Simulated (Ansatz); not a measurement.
# CHB (triplet): wave-function methods side by side at distance B1–C2 = 1.824 Å, cc-pVDZ

How much of the correlation energy of CHB (triplet) does each wave-function method recover here?

Program: Ansatz 0.2.0, Gaussian basis. Level of theory: cc-pVDZ, core rule «outside noble gas», up to 2 orbitals frozen. These are calculated values, not measurements.

To be run: UHF; CCSD(T) on ROHF; CCSD(T) on UHF; BCCD(T) on ROHF; CISD; CCSDT(Q) on ROHF; CCSDT(Q) on UHF; CASSCF and MRCISD+Q, 4 electrons in 4 orbitals; CASSCF and NEVPT2, 4 electrons in 4 orbitals; CASSCF and MRCISD+Q, 8 electrons in 9 orbitals; CASSCF and NEVPT2, 8 electrons in 9 orbitals.

12 further runs of the same task are left out: 1 for a known fault of the program, 8 that didn't finish, 3 set aside as unsound or not needed.

### 1 The system

The geometry derives from a PBE0/def2-TZVP stationary point (not a proven minimum). One bond is set to the value named and the two fragments are kept rigid.

3 atoms, charge 0, spin multiplicity 3.

Atoms are counted from 1 here; the program's logs count them from 0.

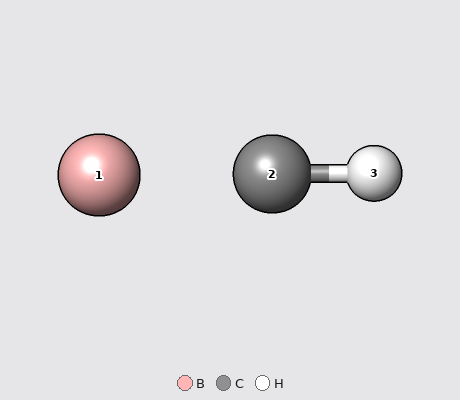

The structure; boron pink, carbon grey, hydrogen white; atoms are numbered from 1 in the order of the file.

### 2 UHF

File in.yaml:

```yaml
crystal:
  periodic: [false, false, false]
  atoms:
    - {symbol: B, position_ang: [0.000000, 0.000000, 1.572934]}
    - {symbol: C, position_ang: [0.000000, 0.000000, -0.251066]}
    - {symbol: H, position_ang: [0.000000, 0.000000, -1.321868]}
basis:
  gaussian: {orbitals: cc-pVDZ}
magnetization: {spin_polarized: true, initial_magnetization: 2}
hamiltonian: {xc: hf}
output: {orbitals: {seedname: orbitals}}
```

Started as:

```
$ ansatz run in.yaml --threads 1 --pin off --events-out ev --progress --plain --max-ram 2393MiB
```

The runs that follow: CCSD(T) on ROHF; CCSD(T) on UHF; BCCD(T) on ROHF; CISD; CCSDT(Q) on ROHF; CCSDT(Q) on UHF; CASSCF and MRCISD+Q, 4 electrons in 4 orbitals; CASSCF and NEVPT2, 4 electrons in 4 orbitals; CASSCF and MRCISD+Q, 8 electrons in 9 orbitals; CASSCF and NEVPT2, 8 electrons in 9 orbitals.

Q: Predict the results of all the runs planned. Wanted: UCCSDT(Q) below the RHF energy; RMP2 from UCCSDT(Q); UMP2 from UCCSDT(Q); RCCSD from UCCSDT(Q); RCCSD(T) from UCCSDT(Q); UCCSD(T) from UCCSDT(Q); RCCSDT(Q) from UCCSDT(Q); NEVPT2 pair from UCCSDT(Q); NEVPT2 valence from UCCSDT(Q).

As calculated:

```
                         quantity                                        value
   UCCSDT(Q) below the RHF energy                                   -5.3691 eV
              RMP2 from UCCSDT(Q)                              +29.68 kcal/mol
              UMP2 from UCCSDT(Q)                              +29.93 kcal/mol
             RCCSD from UCCSDT(Q)                               +5.09 kcal/mol
          RCCSD(T) from UCCSDT(Q)                               +1.25 kcal/mol
          UCCSD(T) from UCCSDT(Q)                               +1.27 kcal/mol
         RCCSDT(Q) from UCCSDT(Q)                               +0.06 kcal/mol
       NEVPT2 pair from UCCSDT(Q)                              +28.24 kcal/mol
    NEVPT2 valence from UCCSDT(Q)                              +15.13 kcal/mol
  MRCISD+Q valence from UCCSDT(Q)                               +0.37 kcal/mol
levels within 1 kcal/mol (43 meV)  RCCSDT, UCCSDT, RCCSDT(Q), MRCISD+Q valence
                    T1 diagnostic                                        0.031
   effectively unpaired electrons                                         2.11
```

RCCSD(T) misses by +1.25 kcal/mol, 1.0 % of the correlation energy. One determinant dominates. Of the multireference levels listed MRCISD+Q valence comes nearest in total energy (+0.37 kcal/mol), which doesn't show that its space is the better one. Coupled cluster took another determinant than the lowest Hartree-Fock one. These misses are within one basis, not against nature; the frozen cores of restricted and unrestricted runs differ, which can shift their rows.
